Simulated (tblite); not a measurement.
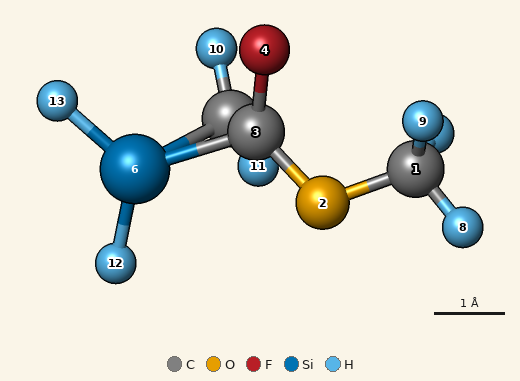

The structure as given in the input (ball-and-stick view, seen at a tilt; atoms are numbered from 1 in the order of the input). Bond lengths as drawn: C–C 1.48 Å, C–F 1.40 Å, C–H 1.08 to 1.10 Å, C–O 1.42 Å, C–Si 1.86 to 1.88 Å and H–Si 1.49 Å.

# Geometry relaxation of C$_{3}$H$_{7}$FOSi (part 1 of 2)

- system: C$_{3}$H$_{7}$FOSi
- method: GFN2-xTB geometry optimisation, gas phase (tblite 0.8.0)

It belongs to a series of runs on one base structure; here: constitutional isomer.

What the program printed
```
step      E/eV     max force
  0    -556.28815    2.299
  1    -556.42336    0.745
  2    -556.48687    0.916
  3    -556.55905    0.724
  4    -556.59715    0.654
  5    -556.63968    0.598
  6    -556.66818    0.503
  7    -556.69583    0.376
  8    -556.71337    0.382
  9    -556.72800    0.345
 10    -556.74106    0.305
 11    -556.75308    0.305
 12    -556.76071    0.249
 13    -556.76414    0.134
 14    -556.76608    0.099
 15    -556.76746    0.108
 16    -556.76837    0.098
 17    -556.76913    0.071
 18    -556.76997    0.084
 19    -556.77115    0.094
 20    -556.77274    0.126
 21    -556.77452    0.123
 22    -556.77617    0.113
 23    -556.77787    0.117
 24    -556.77981    0.126
 25    -556.78176    0.134
 26    -556.78338    0.088
 27    -556.78457    0.077
 28    -556.78559    0.081
 29    -556.78674    0.086
 30    -556.78812    0.102
 31    -556.78953    0.092
 32    -556.79072    0.105
 33    -556.79169    0.100
 34    -556.79256    0.079
 35    -556.79343    0.069
 36    -556.79407    0.056
 37    -556.79439    0.035
 38    -556.79458    0.035
 39    -556.79476    0.043
 40    -556.79497    0.040
 41    -556.79513    0.033
 42    -556.79522    0.025
 43    -556.79529    0.027
 44    -556.79539    0.033
 45    -556.79556    0.045
 46    -556.79580    0.051
 47    -556.79609    0.048
 48    -556.79638    0.047
 49    -556.79669    0.050
 50    -556.79709    0.058
 51    -556.79761    0.065
 52    -556.79813    0.054
 53    -556.79839    0.038
 54    -556.79854    0.028
 55    -556.79864    0.025
 56    -556.79872    0.023
 57    -556.79879    0.023
 58    -556.79887    0.027
 59    -556.79897    0.034
 60    -556.79913    0.039
 61    -556.79933    0.036
 62    -556.79949    0.024
 63    -556.79957    0.018
 64    -556.79962    0.022
 65    -556.79968    0.021
 66    -556.79972    0.016
 67    -556.79976    0.015
 68    -556.79978    0.016
 69    -556.79981    0.016
 70    -556.79986    0.018
 71    -556.79993    0.020
 72    -556.80000    0.024
 73    -556.80006    0.021
 74    -556.80011    0.015
 75    -556.80014    0.014
 76    -556.80016    0.013
 77    -556.80018    0.012
 78    -556.80021    0.016
 79    -556.80025    0.018
 80    -556.80031    0.019
 81    -556.80035    0.017
 82    -556.80038    0.011
 83    -556.80039    0.011
 84    -556.80041    0.011
 85    -556.80043    0.012
 86    -556.80046    0.016
 87    -556.80047    0.009
```

Trajectory as extended XYZ (Å, eV, eV/Å), 37 of the 88 frames kept, from step=0 to step=87
```
13
Properties=species:S:1:pos:R:3:forces:R:3 step=0 energy=-556.28815
C     2.0737    0.5358    0.1073   -0.1910   0.0010  -0.1200
O     0.9677   -0.1053    0.7359   -0.8750   1.1080  -0.2790
C    -0.2935    0.3283    0.2413    1.6550   0.4180   0.6070
F    -0.4641    1.7159    0.1113    0.5930  -0.8250   0.0830
C    -0.8838   -0.4844   -0.8494   -0.8960  -0.4890  -1.0180
Si   -1.8022   -0.6143    0.7830   -1.6970  -1.4650   0.5090
H     2.0296    0.3811   -0.9774    0.0470   0.0590   0.0480
H     2.9999    0.1158    0.4997   -0.2370  -0.1650   0.0790
H     2.0578    1.6064    0.3322    0.0010   0.0120  -0.0960
H    -1.4444    0.0249   -1.6244    0.5660   0.0590  -0.1670
H    -0.3861   -1.3961   -1.1501    0.3730   0.4700  -0.2300
H    -1.6925   -2.0375    1.2124    0.0210   0.8290   0.1620
H    -3.1664   -0.0700    0.5606    0.6400  -0.0120   0.4220
13
Properties=species:S:1:pos:R:3:forces:R:3 step=2 energy=-556.48687
C     2.0692    0.5375    0.1034   -0.0280   0.1630  -0.0850
O     0.9486   -0.0718    0.7325    0.1170   0.2920   0.3180
C    -0.2686    0.3247    0.2512   -0.7360  -0.5300  -0.1300
F    -0.4436    1.6935    0.1145    0.3700  -0.2270   0.0590
C    -0.9084   -0.4957   -0.8593   -0.2710  -0.1480   0.2440
Si   -1.8392   -0.6512    0.7860    0.0650  -0.1120  -0.4410
H     2.0311    0.3829   -0.9769    0.0220   0.0260  -0.0770
H     2.9903    0.1099    0.5025   -0.2820  -0.1560   0.0800
H     2.0584    1.6070    0.3283    0.0740   0.0820  -0.1310
H    -1.4286    0.0306   -1.6362    0.3280   0.1850  -0.3360
H    -0.3724   -1.3825   -1.1599    0.2690   0.2990  -0.2670
H    -1.6918   -2.0159    1.2209    0.0370  -0.0460   0.4110
H    -3.1495   -0.0686    0.5754    0.0360   0.1720   0.3550
13
Properties=species:S:1:pos:R:3:forces:R:3 step=5 energy=-556.63968
C     2.0558    0.5552    0.0936   -0.1750  -0.0710   0.1080
O     0.9356   -0.0247    0.7659   -0.0740  -0.4370  -0.0700
C    -0.3088    0.2764    0.2594    0.2810   0.2810   0.1560
F    -0.3941    1.6505    0.1192   -0.3680   0.1320  -0.1200
C    -0.9488   -0.5226   -0.8731    0.4580   0.1690  -0.3450
Si   -1.8693   -0.6996    0.7439   -0.0550  -0.1250   0.0150
H     2.0321    0.3869   -0.9870   -0.1270  -0.0240   0.0480
H     2.9447    0.0855    0.5150   -0.1230  -0.0110   0.0170
H     2.0722    1.6253    0.3055    0.0910   0.0910  -0.1240
H    -1.3690    0.0557   -1.6830    0.1500   0.0500  -0.0510
H    -0.3275   -1.3353   -1.2051    0.1210  -0.0980  -0.2330
H    -1.6851   -2.0150    1.2906    0.0000  -0.1380   0.3310
H    -3.1423   -0.0379    0.6375   -0.1780   0.1810   0.2670
13
Properties=species:S:1:pos:R:3:forces:R:3 step=7 energy=-556.69583
C     2.0383    0.5585    0.0968   -0.0580  -0.1300   0.0560
O     0.9283   -0.0374    0.7782   -0.1040  -0.0140  -0.3070
C    -0.3183    0.2697    0.2709    0.2500   0.1240  -0.0390
F    -0.3997    1.6433    0.1129   -0.3370   0.0870  -0.0250
C    -0.9314   -0.5219   -0.8988    0.3040   0.1740   0.1370
Si   -1.8785   -0.7233    0.7198   -0.1310  -0.2070  -0.0560
H     2.0225    0.3866   -0.9881   -0.1910  -0.0470   0.1830
H     2.9148    0.0737    0.5221    0.0260   0.0440   0.0010
H     2.0847    1.6396    0.2860   -0.0880  -0.1930  -0.0160
H    -1.3309    0.0714   -1.7083    0.0710   0.0580  -0.0050
H    -0.2985   -1.3207   -1.2430    0.1070  -0.1250  -0.1520
H    -1.6821   -2.0286    1.3481   -0.0740   0.3220   0.0230
H    -3.1536   -0.0104    0.6857    0.2260  -0.0930   0.2000
13
Properties=species:S:1:pos:R:3:forces:R:3 step=10 energy=-556.74106
C     2.0244    0.5480    0.1026    0.0750  -0.0400  -0.0530
O     0.9182   -0.0495    0.7651   -0.0080   0.1510   0.1940
C    -0.3163    0.2755    0.2705   -0.2140  -0.0680  -0.1040
F    -0.4413    1.6497    0.1082   -0.0790  -0.0280   0.0820
C    -0.8902   -0.5094   -0.9105   -0.1280  -0.1380  -0.1040
Si   -1.8831   -0.7472    0.6905    0.2040   0.1330  -0.1830
H     1.9947    0.3786   -0.9747   -0.0720  -0.1100  -0.1050
H     2.9008    0.0694    0.5277    0.1040  -0.0220   0.0070
H     2.0805    1.6285    0.2742   -0.1480  -0.0760   0.1010
H    -1.2954    0.0861   -1.7199    0.0600   0.0180   0.0590
H    -0.2705   -1.3185   -1.2807    0.0370   0.1160   0.0520
H    -1.6881   -2.0079    1.3901   -0.0310   0.1760  -0.0230
H    -3.1380   -0.0028    0.7393    0.2010  -0.1120   0.0770
13
Properties=species:S:1:pos:R:3:forces:R:3 step=12 energy=-556.76071
C     2.0203    0.5390    0.1016   -0.0290  -0.0200  -0.0120
O     0.9079   -0.0390    0.7706   -0.0290   0.0170   0.2470
C    -0.3250    0.2728    0.2641    0.0040   0.0050   0.0050
F    -0.4680    1.6475    0.1120   -0.0470  -0.0220   0.0290
C    -0.8792   -0.5129   -0.9247   -0.0510  -0.0370  -0.1710
Si   -1.8779   -0.7586    0.6614    0.1250   0.1190   0.0150
H     1.9735    0.3657   -0.9739    0.0080  -0.1170  -0.1100
H     2.8986    0.0644    0.5315    0.0310  -0.0250  -0.0510
H     2.0672    1.6164    0.2741   -0.0560   0.0500   0.0580
H    -1.2688    0.0975   -1.7258   -0.0500   0.0400  -0.0650
H    -0.2484   -1.3074   -1.3007    0.0670   0.0310   0.0500
H    -1.6937   -1.9785    1.4137    0.0310  -0.0440   0.0110
H    -3.1110   -0.0066    0.7784   -0.0040   0.0020  -0.0060
13
Properties=species:S:1:pos:R:3:forces:R:3 step=14 energy=-556.76608
C     2.0177    0.5352    0.1008   -0.0480  -0.0100   0.0190
O     0.9034   -0.0335    0.7829   -0.0100   0.0340   0.0310
C    -0.3264    0.2718    0.2622    0.0710   0.0150   0.0200
F    -0.4778    1.6457    0.1147   -0.0230   0.0010   0.0050
C    -0.8783   -0.5146   -0.9348    0.0470   0.0670  -0.0040
Si   -1.8709   -0.7567    0.6550   -0.0010  -0.0040   0.0840
H     1.9678    0.3558   -0.9778   -0.0130  -0.0810   0.0480
H     2.8997    0.0621    0.5293   -0.0270  -0.0020  -0.0670
H     2.0601    1.6142    0.2771   -0.0170  -0.0130  -0.0120
H    -1.2646    0.1029   -1.7313   -0.0470   0.0200  -0.0850
H    -0.2386   -1.3032   -1.3037    0.0590  -0.0080   0.0020
H    -1.6937   -1.9711    1.4195    0.0420  -0.0430  -0.0140
H    -3.1028   -0.0081    0.7884   -0.0330   0.0250  -0.0270
13
Properties=species:S:1:pos:R:3:forces:R:3 step=17 energy=-556.76913
C     2.0132    0.5325    0.1023    0.0090  -0.0020   0.0000
O     0.9017   -0.0288    0.7916   -0.0090   0.0170  -0.0150
C    -0.3230    0.2740    0.2626   -0.0520   0.0210   0.0070
F    -0.4847    1.6470    0.1171    0.0190   0.0290   0.0180
C    -0.8731   -0.5087   -0.9386   -0.0020   0.0060   0.0470
Si   -1.8653   -0.7532    0.6600   -0.0140  -0.0200  -0.0280
H     1.9629    0.3423   -0.9743   -0.0520  -0.0370   0.0320
H     2.8991    0.0610    0.5213    0.0000  -0.0160   0.0020
H     2.0549    1.6115    0.2770    0.0070  -0.0070  -0.0510
H    -1.2682    0.1049   -1.7394    0.0390  -0.0440   0.0320
H    -0.2305   -1.3010   -1.3024   -0.0030   0.0650   0.0080
H    -1.6885   -1.9738    1.4179    0.0380  -0.0090  -0.0280
H    -3.1027   -0.0073    0.7871    0.0200  -0.0040  -0.0250
13
Properties=species:S:1:pos:R:3:forces:R:3 step=19 energy=-556.77115
C     2.0093    0.5299    0.1036    0.0050  -0.0190  -0.0140
O     0.8983   -0.0225    0.7965   -0.0300  -0.0370   0.0630
C    -0.3250    0.2779    0.2645   -0.0540   0.0450   0.0310
F    -0.4888    1.6505    0.1207    0.0140   0.0510   0.0200
C    -0.8681   -0.5029   -0.9374   -0.0450  -0.0510  -0.0060
Si   -1.8641   -0.7553    0.6601    0.0120   0.0040  -0.0630
H     1.9524    0.3271   -0.9673   -0.0470  -0.0140  -0.0800
H     2.8969    0.0579    0.5154    0.0210  -0.0220   0.0600
H     2.0516    1.6084    0.2703    0.0320   0.0420  -0.0540
H    -1.2646    0.1029   -1.7440    0.0370  -0.0200   0.0690
H    -0.2221   -1.2916   -1.3029    0.0040   0.0470   0.0300
H    -1.6802   -1.9758    1.4163    0.0310  -0.0070  -0.0290
H    -3.0998   -0.0061    0.7865    0.0200  -0.0170  -0.0250
13
Properties=species:S:1:pos:R:3:forces:R:3 step=22 energy=-556.77617
C     1.9988    0.5194    0.1043   -0.0330  -0.0410  -0.0430
O     0.8853   -0.0078    0.8171   -0.0020   0.0140   0.0300
C    -0.3352    0.2945    0.2753    0.0320   0.0090   0.0420
F    -0.4953    1.6676    0.1339   -0.0100   0.0160   0.0100
C    -0.8614   -0.4932   -0.9310    0.0330  -0.0060  -0.0240
Si   -1.8611   -0.7614    0.6550    0.0060   0.0030   0.0050
H     1.9183    0.2853   -0.9595   -0.0020   0.0350  -0.0770
H     2.8923    0.0476    0.5085   -0.0610   0.0170   0.0780
H     2.0489    1.6038    0.2426    0.0450  -0.0450  -0.0600
H    -1.2538    0.0966   -1.7469   -0.0430   0.1000   0.0290
H    -0.1978   -1.2627   -1.2971    0.0690  -0.0750   0.0440
H    -1.6523   -1.9828    1.4035    0.0040   0.0030  -0.0200
H    -3.0912   -0.0063    0.7767   -0.0390  -0.0320  -0.0140
13
Properties=species:S:1:pos:R:3:forces:R:3 step=24 energy=-556.77981
C     1.9911    0.5096    0.1006   -0.0160  -0.0040  -0.0320
O     0.8781    0.0007    0.8313    0.0280   0.1020  -0.0680
C    -0.3404    0.3069    0.2859    0.0310  -0.0490  -0.0230
F    -0.4981    1.6815    0.1432   -0.0090  -0.0580   0.0110
C    -0.8556   -0.4884   -0.9265    0.0940   0.0700   0.0240
Si   -1.8583   -0.7631    0.6527   -0.0140   0.0010   0.0390
H     1.8975    0.2640   -0.9628    0.0330   0.0150   0.0390
H     2.8856    0.0430    0.5126   -0.1040   0.0100   0.0090
H     2.0527    1.5978    0.2190    0.0070  -0.0980  -0.0460
H    -1.2523    0.0993   -1.7417   -0.0230   0.0880   0.0160
H    -0.1801   -1.2515   -1.2864    0.0410  -0.0430   0.0340
H    -1.6341   -1.9886    1.3898   -0.0140   0.0110  -0.0010
H    -3.0905   -0.0106    0.7647   -0.0550  -0.0460  -0.0020
13
Properties=species:S:1:pos:R:3:forces:R:3 step=27 energy=-556.78457
C     1.9787    0.4965    0.0925    0.0240   0.0320  -0.0010
O     0.8701    0.0214    0.8459    0.0180   0.0160  -0.0120
C    -0.3448    0.3182    0.2964   -0.0080  -0.0070  -0.0230
F    -0.5070    1.6927    0.1565   -0.0370  -0.0220  -0.0030
C    -0.8377   -0.4757   -0.9224   -0.0130   0.0100   0.0230
Si   -1.8549   -0.7654    0.6496    0.0050   0.0170  -0.0070
H     1.8731    0.2346   -0.9644    0.0510  -0.0540   0.0210
H     2.8657    0.0352    0.5188    0.0020  -0.0580  -0.0280
H     2.0575    1.5823    0.1829   -0.0060   0.0520  -0.0230
H    -1.2471    0.1133   -1.7333    0.0670   0.0070   0.0370
H    -0.1509   -1.2378   -1.2715   -0.0400   0.0620   0.0070
H    -1.6129   -1.9931    1.3768   -0.0270   0.0120   0.0120
H    -3.0943   -0.0218    0.7542   -0.0370  -0.0670  -0.0030
13
Properties=species:S:1:pos:R:3:forces:R:3 step=29 energy=-556.78674
C     1.9726    0.4915    0.0888    0.0280   0.0070   0.0050
O     0.8657    0.0371    0.8543    0.0080  -0.0440   0.0400
C    -0.3480    0.3243    0.3006    0.0020   0.0450   0.0580
F    -0.5169    1.6969    0.1644   -0.0550   0.0500  -0.0160
C    -0.8278   -0.4663   -0.9185   -0.0730  -0.0440  -0.0110
Si   -1.8531   -0.7673    0.6468    0.0050   0.0070  -0.0010
H     1.8610    0.2090   -0.9606    0.0420  -0.0430  -0.0360
H     2.8541    0.0247    0.5173    0.0590  -0.0340  -0.0020
H     2.0579    1.5773    0.1598    0.0210   0.0710  -0.0230
H    -1.2359    0.1216   -1.7289    0.0460   0.0300  -0.0020
H    -0.1347   -1.2217   -1.2649   -0.0170   0.0140  -0.0160
H    -1.6018   -1.9938    1.3725   -0.0290   0.0050   0.0120
H    -3.0976   -0.0329    0.7506   -0.0370  -0.0650  -0.0090
13
Properties=species:S:1:pos:R:3:forces:R:3 step=31 energy=-556.78953
C     1.9700    0.4875    0.0838    0.0270  -0.0360   0.0020
O     0.8638    0.0530    0.8629   -0.0030  -0.0100   0.0320
C    -0.3510    0.3332    0.3089   -0.0040   0.0460   0.0790
F    -0.5316    1.7042    0.1717   -0.0320   0.0670  -0.0070
C    -0.8219   -0.4579   -0.9118   -0.0480  -0.0170  -0.0190
Si   -1.8513   -0.7672    0.6456   -0.0250  -0.0140   0.0290
H     1.8554    0.1792   -0.9587    0.0170  -0.0040  -0.0270
H     2.8448    0.0105    0.5164    0.0770   0.0490   0.0100
H     2.0615    1.5762    0.1309    0.0430  -0.0250  -0.0130
H    -1.2209    0.1352   -1.7205   -0.0030   0.0460  -0.0600
H    -0.1211   -1.2045   -1.2559    0.0110  -0.0460  -0.0410
H    -1.5938   -1.9943    1.3665   -0.0210  -0.0140   0.0230
H    -3.1082   -0.0548    0.7426   -0.0380  -0.0440  -0.0080
13
Properties=species:S:1:pos:R:3:forces:R:3 step=34 energy=-556.79256
C     1.9759    0.4840    0.0798   -0.0040  -0.0210   0.0000
O     0.8667    0.0610    0.8657   -0.0090   0.0620  -0.0130
C    -0.3523    0.3407    0.3183   -0.0180  -0.0190  -0.0510
F    -0.5442    1.7125    0.1737    0.0310  -0.0230   0.0320
C    -0.8246   -0.4540   -0.9074    0.0310   0.0500   0.0070
Si   -1.8528   -0.7645    0.6503   -0.0080  -0.0160  -0.0120
H     1.8651    0.1663   -0.9619   -0.0110  -0.0040   0.0280
H     2.8501    0.0082    0.5179    0.0340   0.0690   0.0040
H     2.0712    1.5743    0.1142    0.0340  -0.0710  -0.0010
H    -1.2124    0.1506   -1.7158   -0.0050  -0.0230  -0.0150
H    -0.1219   -1.2023   -1.2524   -0.0430   0.0240  -0.0110
H    -1.5989   -1.9956    1.3657   -0.0070  -0.0140   0.0290
H    -3.1264   -0.0808    0.7341   -0.0240  -0.0140   0.0050
13
Properties=species:S:1:pos:R:3:forces:R:3 step=36 energy=-556.79407
C     1.9762    0.4773    0.0777   -0.0080   0.0130   0.0060
O     0.8646    0.0734    0.8713    0.0130   0.0110  -0.0070
C    -0.3555    0.3471    0.3226    0.0110  -0.0160  -0.0450
F    -0.5517    1.7190    0.1799    0.0230  -0.0270   0.0260
C    -0.8218   -0.4461   -0.9053    0.0010   0.0160  -0.0050
Si   -1.8537   -0.7660    0.6507    0.0210   0.0010  -0.0420
H     1.8622    0.1502   -0.9603   -0.0120  -0.0240   0.0300
H     2.8548    0.0112    0.5182   -0.0110   0.0180   0.0130
H     2.0787    1.5655    0.0994    0.0190   0.0020  -0.0120
H    -1.2060    0.1578   -1.7167   -0.0140  -0.0270   0.0130
H    -0.1189   -1.1946   -1.2515   -0.0400   0.0380   0.0080
H    -1.5971   -1.9980    1.3666   -0.0050   0.0100   0.0110
H    -3.1362   -0.0964    0.7297    0.0010  -0.0140   0.0050
13
Properties=species:S:1:pos:R:3:forces:R:3 step=39 energy=-556.79476
C     1.9743    0.4742    0.0768    0.0110   0.0080   0.0040
O     0.8633    0.0827    0.8758    0.0050  -0.0240   0.0020
C    -0.3564    0.3509    0.3235    0.0090   0.0040   0.0230
F    -0.5552    1.7219    0.1870    0.0030   0.0130   0.0050
C    -0.8191   -0.4397   -0.9045   -0.0090  -0.0020  -0.0160
Si   -1.8523   -0.7679    0.6466    0.0000  -0.0010   0.0070
H     1.8553    0.1339   -0.9557    0.0010  -0.0160   0.0060
H     2.8531    0.0114    0.5195   -0.0050   0.0000   0.0230
H     2.0834    1.5613    0.0857    0.0030   0.0230  -0.0170
H    -1.2029    0.1607   -1.7167   -0.0360   0.0150  -0.0180
H    -0.1154   -1.1847   -1.2498    0.0110  -0.0220  -0.0170
H    -1.5932   -1.9977    1.3665   -0.0020   0.0140  -0.0010
H    -3.1393   -0.1065    0.7276    0.0110  -0.0120   0.0000
13
Properties=species:S:1:pos:R:3:forces:R:3 step=41 energy=-556.79513
C     1.9756    0.4748    0.0771    0.0090  -0.0050   0.0010
O     0.8647    0.0832    0.8763   -0.0120  -0.0020  -0.0050
C    -0.3551    0.3515    0.3239   -0.0120   0.0030   0.0120
F    -0.5548    1.7227    0.1904    0.0050   0.0100   0.0000
C    -0.8201   -0.4376   -0.9061    0.0100   0.0040  -0.0020
Si   -1.8513   -0.7680    0.6448   -0.0060  -0.0020   0.0230
H     1.8550    0.1278   -0.9530    0.0180  -0.0050  -0.0030
H     2.8532    0.0135    0.5232    0.0070  -0.0020   0.0180
H     2.0870    1.5623    0.0802   -0.0200   0.0020  -0.0100
H    -1.2066    0.1624   -1.7177   -0.0190   0.0110  -0.0060
H    -0.1172   -1.1835   -1.2509    0.0110  -0.0160  -0.0270
H    -1.5942   -1.9959    1.3675    0.0050   0.0010   0.0000
H    -3.1408   -0.1128    0.7267    0.0040   0.0010  -0.0010
13
Properties=species:S:1:pos:R:3:forces:R:3 step=44 energy=-556.79539
C     1.9779    0.4753    0.0779   -0.0090  -0.0080   0.0010
O     0.8652    0.0815    0.8747    0.0010   0.0050   0.0000
C    -0.3549    0.3512    0.3237    0.0050   0.0030  -0.0210
F    -0.5527    1.7231    0.1915    0.0020  -0.0020  -0.0020
C    -0.8209   -0.4370   -0.9078   -0.0070  -0.0060   0.0050
Si   -1.8510   -0.7676    0.6460    0.0100   0.0020  -0.0120
H     1.8598    0.1266   -0.9520    0.0240  -0.0070   0.0010
H     2.8553    0.0161    0.5278   -0.0070   0.0080   0.0070
H     2.0865    1.5635    0.0786   -0.0210  -0.0140  -0.0020
H    -1.2120    0.1635   -1.7186    0.0060  -0.0100   0.0260
H    -0.1201   -1.1856   -1.2557   -0.0130   0.0290  -0.0080
H    -1.5959   -1.9950    1.3694    0.0110  -0.0070   0.0050
H    -3.1416   -0.1153    0.7269   -0.0020   0.0090   0.0010
```
